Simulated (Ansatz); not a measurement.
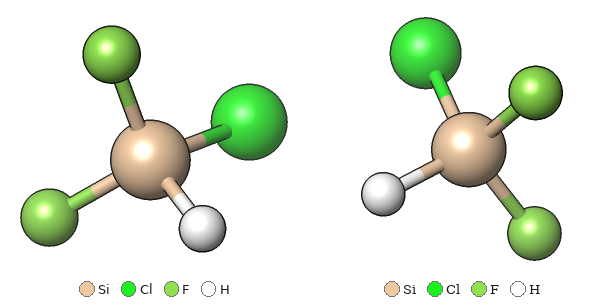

Two views of one molecule.

The geometry was computed by an optimisation with PBE0-D4/def2-TZVP.

Identify the structure.

It has 5 atoms: 1 chlorine, 2 fluorine, 1 hydrogen and 1 silicon (ClF2HSi). The point group is Cs. Coordination: 1 Si tetrahedral.

The parts below concern this one geometry. Atoms keep their numbers from picture to picture.

### Shape

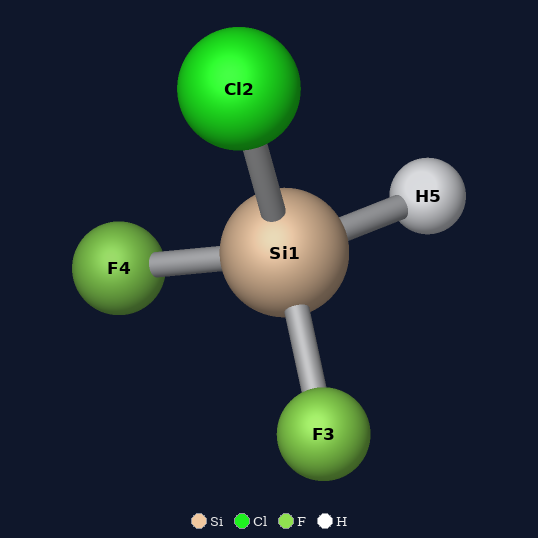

The atoms are numbered.

Estimate the angles Cl2–Si1–F3, Cl2–Si1–H5, F3–Si1–F4, F3–Si1–H5.

```csv
angle,degrees
Cl2–Si1–F3,109.0
Cl2–Si1–H5,111.5
F3–Si1–F4,107.7
F3–Si1–H5,109.8
```

### Charges

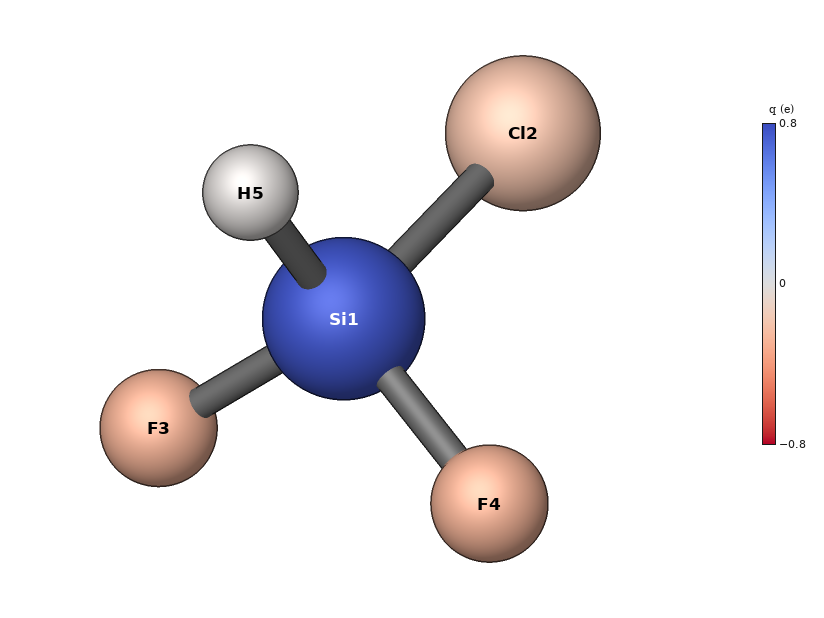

Atoms are coloured by their Mulliken charges. Level of theory: RKS PBE0-D4/def2-TZVP (Ansatz 0.2.0).

Question: Which atom carries the highest charge (most positive or least negative)?

Answer: Si1 (0.76 e).

Question: And the lowest?

Answer: F3, F4 (−0.27 e).

Give the Mulliken charges atom by atom.

| atom | value (e) |
| --- | --- |
| Si1 | 0.76 |
| Cl2 | −0.20 |
| F3 | −0.27 |
| F4 | −0.27 |
| H5 | −0.02 |

### Vibrations

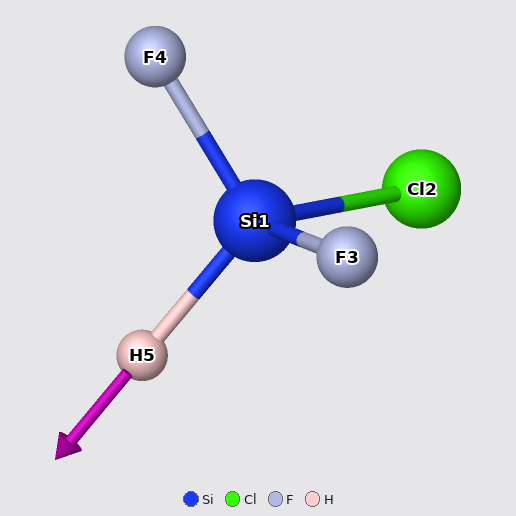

The arrows show one normal mode. Harmonic vibrations computed with RKS PBE0-D4/def2-TZVP (Ansatz 0.2.0) at a stationary point of the same level.

Question: What kind of motion is it?

Answer: Mostly Si–H stretching.

Question: At what wavenumber does it lie?

Answer: 2340 cm⁻¹; it is mode 9 of 9 counted from the lowest.

### Dipole moment

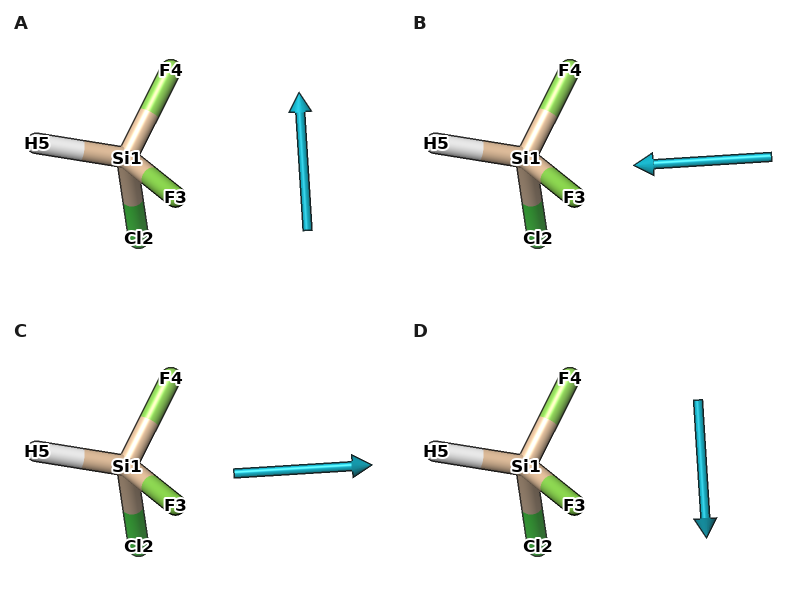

The same molecule four times, each with an arrow. Properties computed with RKS PBE0-D4/def2-TZVP (Ansatz 0.2.0).

Question: Which arrow points along the dipole moment, from the negative to the positive end?

Answer: B. The dipole moment is 1.19 D; it points from the side of F3, F4 to the side of H5 (the outermost atoms at the two ends).

Mulliken values depend strongly on the basis set and can even reverse the polarity of a bond.
